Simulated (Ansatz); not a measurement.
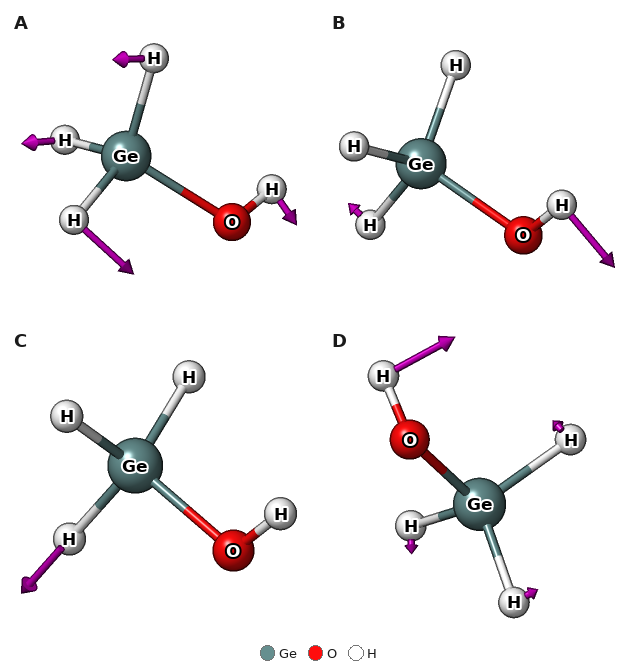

4 normal modes of one molecule or complex, as arrows. Harmonic vibrations computed with RKS PBE0-D4/def2-TZVP (Ansatz 0.2.0) at a stationary point of the same level.

**Match the panels to the wavenumbers 173 cm⁻¹, 614 cm⁻¹, 946 cm⁻¹, 2196 cm⁻¹.**

A: 614 cm⁻¹, H–Ge–O bending
B: 946 cm⁻¹, Ge–O–H bending
C: 2196 cm⁻¹, Ge–H stretching
D: 173 cm⁻¹, a torsion or out-of-plane motion in which bond lengths and bond angles hardly change
